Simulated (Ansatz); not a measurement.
Converging the k-point mesh: ScV2Ga4 (I4mm, 7 atoms in the cell)

```
Sc(VGa2)2
1.0
   -3.23685     3.23685     2.58214
    3.23685    -3.23685     2.58214
    3.23685     3.23685    -2.58214
Sc V Ga
1 2 4
Direct
  0.00968   0.00968   0.00000
  0.75000   0.25000   0.50000
  0.25000   0.75000   0.50000
  0.30087   0.30087   0.60174
  0.69913   0.69913   0.39826
  0.30087   0.69913   0.00000
  0.69913   0.30087   0.00000
```

Method of the run: PBEsol, default PAW files made with PBE (plane waves; Ansatz, a quantum-chemistry and plane-wave program).

Base settings: basis.ecutwfc = 420 eV; kpoints.mp_grid.grid = 6 6 6; hamiltonian.xc = pbesol; hamiltonian.pseudopotentials = {kind: paw} (the program's default PAW files); scf.occupations.method = gaussian; scf.occupations.width = 0.1 eV.

Only quantities that move along the ladder and can be compared are tabulated.

The count of work is k-points × plane waves × bands × iterations; it is no time. Core times come from one kind of shared machine, to one figure; runs under 30 s give none.

The starting cell comes from a database of computed structures (which also holds hypothetical and non-ambient phases and stackings), without a prior relaxation at this level. Its lattice was rescaled by up to half a per cent. One atom was moved a little off its site on purpose. Spin polarisation is off. In the base run, with a pressure of about -3 GPa the cell is away from its equilibrium volume at this level. Ansatz's pressure includes its estimate of the finite-basis (Pulay) stress.

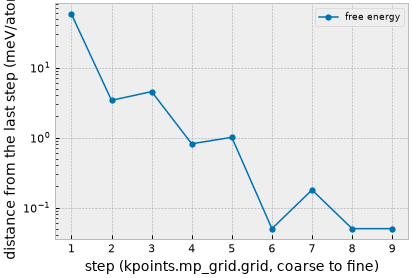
Figure. Distance from the last step along the ladder; very small values are drawn at a floor.

```tsv
kpoints.mp_grid.grid	free energy less the last step's (meV/atom)	pressure (GPa)	largest difference of a force vector from the last step's (eV/Å)	count of work / last	core time / last (rough)
2 2 2	-57.91	-2.96	0.254	0.0083	–
3 3 3	3.40	-3.49	0.183	0.013	–
4 4 4	4.53	-3.44	0.085	0.027	–
6 6 6	0.82	-3.44	0.004	0.062	–
7 7 7	1.01	-3.43	0.005	0.083	–
9 9 9	0.00	-3.43	0.004	0.16	0.2
11 11 11	0.18	-3.42	0.002	0.26	0.3
13 13 13	0.04	-3.44	0.002	0.41	0.4
14 14 14	-0.02	-3.44	0.003	0.51	0.6
18 18 18	0.00	-3.44	0.000	1.0	1
```

Coarsest kpoints.mp_grid.grid that holds the free energy within 5 meV/atom of the last step, with all finer ones: 3 3 3, at 0.013 of the last step's count of work; the step before is off by 58 meV/atom.

Coarsest kpoints.mp_grid.grid that holds the forces within 0.01 eV/Å of the last step, with all finer ones: 6 6 6, at 0.062 of the last step's count of work; the step before is off by 0.085 eV/Å.

Coarsest kpoints.mp_grid.grid that holds the pressure within 0.1 GPa of the last step, with all finer ones: 3 3 3, at 0.013 of the last step's count of work; the step before is off by 0.47 GPa.

Keys are those of Ansatz 0.2.
